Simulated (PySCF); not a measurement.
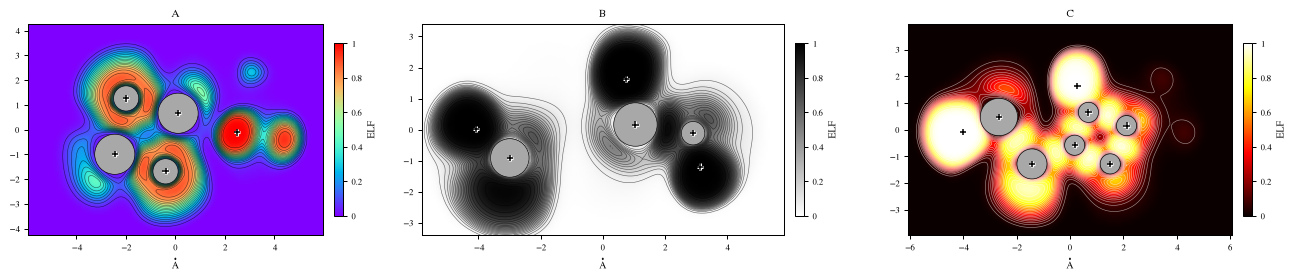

The electron localisation function of 3 systems, each on a plane through atoms (crosses mark nuclei in the plane; grey discs cover the cores).

The calculation used PBE0/pcSseg-1, SCF density, gas phase, non-relativistic (PySCF).

System 1: C₅H₁₀SSi, the plane of atoms C3, C4 and S5. Geometry: GFN2-xTB.

```json
{"atom": "C", "x (Å)": "-2.3392", "y (Å)": "0.9766", "z (Å)": "-0.1273"}
{"atom": "C", "x (Å)": "-1.4461", "y (Å)": "-0.0577", "z (Å)": "0.5373"}
{"atom": "C", "x (Å)": "0.0215", "y (Å)": "0.2924", "z (Å)": "0.6194"}
{"atom": "C", "x (Å)": "0.3904", "y (Å)": "-0.7232", "z (Å)": "-0.1634"}
{"atom": "S", "x (Å)": "1.8917", "y (Å)": "-1.3492", "z (Å)": "-0.7961"}
{"atom": "Si", "x (Å)": "3.3047", "y (Å)": "0.0885", "z (Å)": "-0.0485"}
{"atom": "C", "x (Å)": "-1.0060", "y (Å)": "-1.2441", "z (Å)": "-0.3663"}
{"atom": "H", "x (Å)": "-3.3227", "y (Å)": "0.5562", "z (Å)": "-0.3258"}
{"atom": "H", "x (Å)": "-2.4575", "y (Å)": "1.8452", "z (Å)": "0.5170"}
{"atom": "H", "x (Å)": "-1.9014", "y (Å)": "1.3024", "z (Å)": "-1.0683"}
{"atom": "H", "x (Å)": "-1.8807", "y (Å)": "-0.3774", "z (Å)": "1.4877"}
{"atom": "H", "x (Å)": "0.5444", "y (Å)": "1.0828", "z (Å)": "1.1249"}
{"atom": "H", "x (Å)": "4.5574", "y (Å)": "-0.4078", "z (Å)": "-0.5901"}
{"atom": "H", "x (Å)": "3.2602", "y (Å)": "0.0616", "z (Å)": "1.4076"}
{"atom": "H", "x (Å)": "2.9371", "y (Å)": "1.4000", "z (Å)": "-0.5671"}
{"atom": "H", "x (Å)": "-1.1906", "y (Å)": "-2.2373", "z (Å)": "0.0382"}
{"atom": "H", "x (Å)": "-1.3703", "y (Å)": "-1.1970", "z (Å)": "-1.3902"}
```

System 2: CH₁₁P₃Si₃ (SMILES C[SiH]1P[SiH2]P[SiH2]P1), the plane of atoms Si2, C1 and H10. Geometry: PBE0-D3(BJ)/def2-SVP.

```yaml
atoms:
  - { symbol: C, position_ang: [-2.9926, 0.4623, -0.7001] }
  - { symbol: Si, position_ang: [-1.1621, 0.1536, -0.4264] }
  - { symbol: P, position_ang: [-0.2405, 1.9870, 0.5400] }
  - { symbol: Si, position_ang: [1.9200, 1.4069, 0.2014] }
  - { symbol: P, position_ang: [2.3922, -0.1700, 1.7584] }
  - { symbol: Si, position_ang: [1.2925, -1.8677, 0.7374] }
  - { symbol: P, position_ang: [-0.9125, -1.5061, 1.1007] }
  - { symbol: H, position_ang: [-3.1421, 1.2989, -1.4005] }
  - { symbol: H, position_ang: [-3.4756, -0.4319, -1.1239] }
  - { symbol: H, position_ang: [-3.4852, 0.7096, 0.2521] }
  - { symbol: H, position_ang: [-0.4920, -0.1840, -1.7247] }
  - { symbol: H, position_ang: [-0.3224, 2.7812, -0.6491] }
  - { symbol: H, position_ang: [2.7748, 2.6003, 0.4807] }
  - { symbol: H, position_ang: [2.1898, 0.9412, -1.1967] }
  - { symbol: H, position_ang: [3.6603, -0.5077, 1.1864] }
  - { symbol: H, position_ang: [1.6766, -3.1394, 1.4215] }
  - { symbol: H, position_ang: [1.6315, -1.9851, -0.7172] }
  - { symbol: H, position_ang: [-1.3334, -2.5370, 0.2001] }
```

System 3: C₃H₁₀Al₂Cl₂, the plane of atoms Cl5, Al6 and Cl7. Geometry: GFN2-xTB, MD frame at 250 fs, 400 K.

```xyz
17

C    -2.3060    0.9680    0.7248
C    -2.4284   -0.4352    0.1728
C    -1.0215   -0.9739   -0.1787
Al    0.3447    0.2594   -0.7197
Cl    1.4087    1.2886    1.1749
Al    3.1143    0.1103    0.5542
Cl    2.0822   -0.9830   -1.1901
H    -1.8489    0.9310    1.7460
H    -1.6716    1.5399    0.0468
H    -3.2486    1.6210    0.8340
H    -3.0038   -0.4395   -0.8020
H    -3.0030   -1.0550    0.8303
H    -1.1750   -1.8881   -0.7505
H    -0.6822   -1.3926    0.8516
H     0.4507    1.3140   -1.8417
H     3.6229   -0.6209    1.8013
H     4.1630    0.7667   -0.4472
```

Question: Which map belongs to which system?

Answer: Panel A is system 3, C₃H₁₀Al₂Cl₂: the plane holds Al, Cl and H. Al–Cl (2.16 Å): the ELF peaks at about 0.90 in the valence shell of Cl, 0.9 Å from its nucleus, and is about 0.85 at the midpoint. Panel B is system 2, CH₁₁P₃Si₃: the plane holds C, Si, P and H. C–Si (1.88 Å): the ELF peaks at about 0.95 between the atoms: a shared electron pair. Panel C is system 1, C₅H₁₀SSi: the plane holds C, S, Si and H. C–C (1.33 Å): the ELF peaks at about 0.90 between the atoms; a short, multiple covalent bond.
